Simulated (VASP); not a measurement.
Given:

```
CELL_PARAMETERS angstrom
      2.77931     1.60464     4.89427
     -2.77931     1.60464     4.89427
      0.00000    -3.20927     4.89427
ATOMIC_POSITIONS crystal
  Gd 0.36425 0.36425 0.36425
  Gd 0.63575 0.63575 0.63575
  O  0.22143 0.55247 0.96669
  O  0.96669 0.22143 0.55247
  O  0.55247 0.96669 0.22143
  O  0.77857 0.44753 0.03331
  O  0.03331 0.77857 0.44753
  O  0.44753 0.03331 0.77857
  Sc 0.14822 0.14822 0.14822
  Sc 0.85178 0.85178 0.85178
```

Method: PBEsol GGA, VASP's PBE PAW potentials (set 64) (plane waves; VASP). Numerical set-up: 520 eV cut-off, 6×6×6 Γ-centred mesh, tetrahedra with Blöchl corrections, potentials Gd_3 O Sc_sv.

The 4f electrons are frozen in the core of the lanthanide potential, so 4f levels, which can set the real gap, and their magnetism are missing.

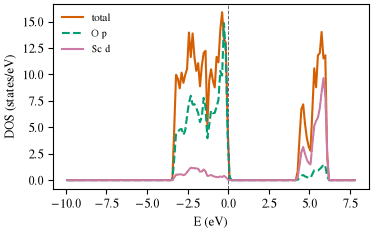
Fig. 1. Total and projected density of states, zero at the valence-band maximum

Within 2 eV below the valence-band maximum the largest weight inside VASP's projection spheres is O p.

It has a band gap.

The structure was generated: GdScO3 was put into the ilmenite type (R-3), which need not be its known phase. It was relaxed first.
